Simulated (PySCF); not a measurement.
Potential energy curve for SMILES [SeH2]. The Se1–H3 bond (Se1 also carries H; H3 carries nothing else) is stretched with both fragments frozen at the PBE0/def2-TZVP optimised geometry.

- UKS-r2SCAN = unrestricted r2SCAN/cc-pVDZ (PySCF 2.14.0)
- UKS-PBE0 = unrestricted PBE0/cc-pVDZ (PySCF)
- RKS-r2SCAN = restricted r2SCAN/cc-pVDZ in PySCF

Magnitude of the dipole moment (D; its direction can reverse along the curve, and a method can change to another solution) and Mulliken charge of the fragment that holds Se1:

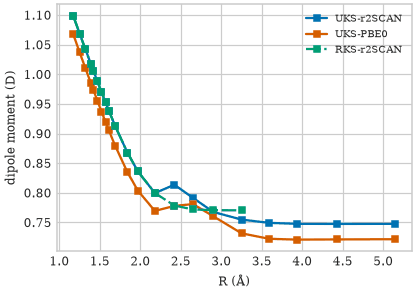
Figure. Dipole moment against bond length.

```json
[
 {"R / Å": "1.17", "μ UKS-r2SCAN": "1.10", "q UKS-r2SCAN": "0.04", "μ UKS-PBE0": "1.07", "q UKS-PBE0": "0.04", "μ RKS-r2SCAN": "1.10", "q RKS-r2SCAN": "0.04"},
 {"R / Å": "1.25", "μ UKS-r2SCAN": "1.07", "q UKS-r2SCAN": "-0.01", "μ UKS-PBE0": "1.04", "q UKS-PBE0": "-0.01", "μ RKS-r2SCAN": "1.07", "q RKS-r2SCAN": "-0.01"},
 {"R / Å": "1.32", "μ UKS-r2SCAN": "1.04", "q UKS-r2SCAN": "-0.04", "μ UKS-PBE0": "1.01", "q UKS-PBE0": "-0.04", "μ RKS-r2SCAN": "1.04", "q RKS-r2SCAN": "-0.04"},
 {"R / Å": "1.39", "μ UKS-r2SCAN": "1.02", "q UKS-r2SCAN": "-0.06", "μ UKS-PBE0": "0.98", "q UKS-PBE0": "-0.06", "μ RKS-r2SCAN": "1.02", "q RKS-r2SCAN": "-0.06"},
 {"R / Å": "1.42", "μ UKS-r2SCAN": "1.01", "q UKS-r2SCAN": "-0.07", "μ UKS-PBE0": "0.97", "q UKS-PBE0": "-0.07", "μ RKS-r2SCAN": "1.01", "q RKS-r2SCAN": "-0.07"},
 {"R / Å": "1.47", "μ UKS-r2SCAN": "0.99", "q UKS-r2SCAN": "-0.07", "μ UKS-PBE0": "0.96", "q UKS-PBE0": "-0.07", "μ RKS-r2SCAN": "0.99", "q RKS-r2SCAN": "-0.07"},
 {"R / Å": "1.52", "μ UKS-r2SCAN": "0.97", "q UKS-r2SCAN": "-0.08", "μ UKS-PBE0": "0.94", "q UKS-PBE0": "-0.08", "μ RKS-r2SCAN": "0.97", "q RKS-r2SCAN": "-0.08"},
 {"R / Å": "1.57", "μ UKS-r2SCAN": "0.95", "q UKS-r2SCAN": "-0.08", "μ UKS-PBE0": "0.92", "q UKS-PBE0": "-0.08", "μ RKS-r2SCAN": "0.95", "q RKS-r2SCAN": "-0.08"},
 {"R / Å": "1.61", "μ UKS-r2SCAN": "0.94", "q UKS-r2SCAN": "-0.08", "μ UKS-PBE0": "0.91", "q UKS-PBE0": "-0.08", "μ RKS-r2SCAN": "0.94", "q RKS-r2SCAN": "-0.08"},
 {"R / Å": "1.69", "μ UKS-r2SCAN": "0.91", "q UKS-r2SCAN": "-0.08", "μ UKS-PBE0": "0.88", "q UKS-PBE0": "-0.08", "μ RKS-r2SCAN": "0.91", "q RKS-r2SCAN": "-0.08"},
 {"R / Å": "1.84", "μ UKS-r2SCAN": "0.87", "q UKS-r2SCAN": "-0.07", "μ UKS-PBE0": "0.83", "q UKS-PBE0": "-0.07", "μ RKS-r2SCAN": "0.87", "q RKS-r2SCAN": "-0.07"},
 {"R / Å": "1.97", "μ UKS-r2SCAN": "0.84", "q UKS-r2SCAN": "-0.06", "μ UKS-PBE0": "0.80", "q UKS-PBE0": "-0.06", "μ RKS-r2SCAN": "0.84", "q RKS-r2SCAN": "-0.06"},
 {"R / Å": "2.18", "μ UKS-r2SCAN": "0.80", "q UKS-r2SCAN": "-0.05", "μ UKS-PBE0": "0.77", "q UKS-PBE0": "-0.05", "μ RKS-r2SCAN": "0.80", "q RKS-r2SCAN": "-0.05"},
 {"R / Å": "2.42", "μ UKS-r2SCAN": "0.81", "q UKS-r2SCAN": "-0.04", "μ UKS-PBE0": "0.78", "q UKS-PBE0": "-0.04", "μ RKS-r2SCAN": "0.78", "q RKS-r2SCAN": "-0.03"},
 {"R / Å": "2.65", "μ UKS-r2SCAN": "0.79", "q UKS-r2SCAN": "-0.03", "μ UKS-PBE0": "0.78", "q UKS-PBE0": "-0.03", "μ RKS-r2SCAN": "0.77", "q RKS-r2SCAN": "-0.02"},
 {"R / Å": "2.90", "μ UKS-r2SCAN": "0.77", "q UKS-r2SCAN": "-0.02", "μ UKS-PBE0": "0.76", "q UKS-PBE0": "-0.02", "μ RKS-r2SCAN": "0.77", "q RKS-r2SCAN": "-0.01"},
 {"R / Å": "3.25", "μ UKS-r2SCAN": "0.75", "q UKS-r2SCAN": "-0.01", "μ UKS-PBE0": "0.73", "q UKS-PBE0": "-0.01", "μ RKS-r2SCAN": "0.77", "q RKS-r2SCAN": "-0.01"},
 {"R / Å": "3.59", "μ UKS-r2SCAN": "0.75", "q UKS-r2SCAN": "0.00", "μ UKS-PBE0": "0.72", "q UKS-PBE0": "0.00", "μ RKS-r2SCAN": "—", "q RKS-r2SCAN": "—"},
 {"R / Å": "3.93", "μ UKS-r2SCAN": "0.75", "q UKS-r2SCAN": "0.00", "μ UKS-PBE0": "0.72", "q UKS-PBE0": "0.00", "μ RKS-r2SCAN": "—", "q RKS-r2SCAN": "—"},
 {"R / Å": "4.43", "μ UKS-r2SCAN": "0.75", "q UKS-r2SCAN": "0.00", "μ UKS-PBE0": "0.72", "q UKS-PBE0": "0.00", "μ RKS-r2SCAN": "—", "q RKS-r2SCAN": "—"},
 {"R / Å": "5.15", "μ UKS-r2SCAN": "0.75", "q UKS-r2SCAN": "0.00", "μ UKS-PBE0": "0.72", "q UKS-PBE0": "0.00", "μ RKS-r2SCAN": "—", "q RKS-r2SCAN": "—"}
]
```

Dashes: no converged value, or the column stops at the first point that the program doubted or that broke a chosen test of continuity, which isn't proof of a fault.

The unrestricted determinant behind UKS-r2SCAN, UKS-PBE0 is spin-contaminated at 2.42 to 5.15 Å (<S²> up to 1.0, against 0.00 for a pure singlet). The restricted form behind RKS-r2SCAN keeps the bonding electrons paired and can't separate into open-shell fragments.
